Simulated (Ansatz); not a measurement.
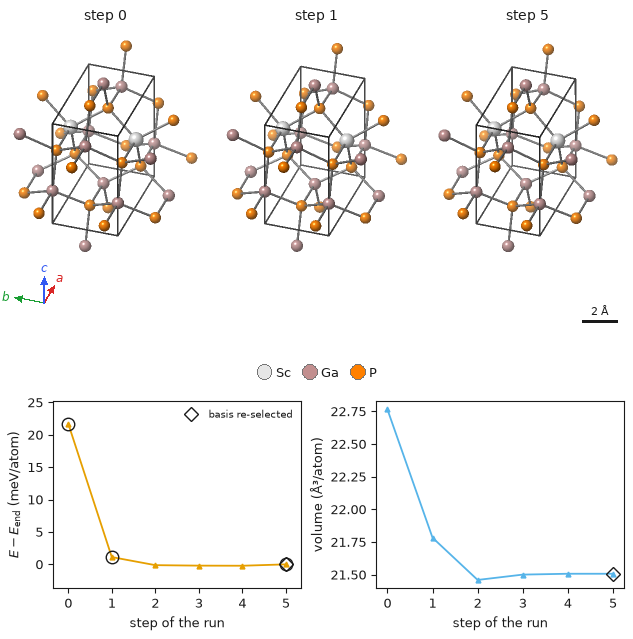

Frames of a relaxation of solid ScGa3P4 (built on the MgZn3S4-6 type type), marked on the history of the run. A ball-and-stick model of the cell of the calculation, seen from a free direction.

All numbers below come from DFT, PBEsol, plane waves, PAW in Ansatz. Set-up: plane-wave cutoff 420 eV; k-point mesh 4 × 6 × 4; occupations fermi dirac; smearing width 0.03 eV; no spin polarisation; cell and atoms relaxed; force threshold 0.01 eV/Å; at most 120 steps.

Q: What happens along the run?

A: The energy falls by 21.7 meV per atom in 4 accepted moves (5 points after the start). Largest force component: 0.55 eV/Å at the start, 0.0047 eV/Å at the end. Pressure: −3.59 GPa at the start and −0.01 GPa at the end. The SCF was repeated once at an unchanged geometry on a basis and grid sized afresh for the cell, which shifted the energy by 0.2 meV per atom at most. The atom that moves furthest relative to the cell is a P atom (0.10 Å along [1 0 3]). By element the largest moves are P 0.10 Å, Ga 0.04 Å, Sc 0.02 Å. The volume changes by −5.5 %, with a 6.552 → 6.433 Å (−1.8 %), b 4.001 → 3.885 Å (−2.9 %), c 6.947 → 6.885 Å (−0.9 %), β 90.0° → 90.4°. Some distances before and after: Ga–P 2.404 → 2.333 Å, Ga–P 2.429 → 2.358 Å, Ga–P 2.441 → 2.382 Å, Ga–P 2.446 → 2.402 Å. Bond angles that change, for instance: Ga–P–Ga 112.1° → 116.2°, P–Sc–P 106.5° → 102.7°, Sc–P–Sc 106.5° → 102.7°. The space group stays Pm (No. 6). The run took 53 s on 4 threads of Arm Neoverse V1, on a shared host, peak memory 0.62 GiB. From step 0 to 1: a P atom moves most (0.06 Å), volume −4.3 %, energy −20.6 meV per atom. From step 1 to 5: a P atom moves most (0.04 Å), volume −1.3 %, energy −1.1 meV per atom.

| step | E − E(0), meV/atom | largest force component, eV/Å | pressure, GPa | volume, Å³/atom | note |
| --- | --- | --- | --- | --- | --- |
| 0 | 0.00 | 0.5453 | -3.59 | 22.765 |  |
| 1 | -20.60 | 0.1453 | -0.90 | 21.783 |  |
| 2 | -21.85 | 0.0260 | 0.18 | 21.460 |  |
| 3 | -21.92 | 0.0170 | 0.03 | 21.501 |  |
| 4 | -21.94 | 0.0048 | 0.00 | 21.508 |  |
| 5 | -21.73 | 0.0047 | -0.01 | 21.508 | same geometry, new basis |
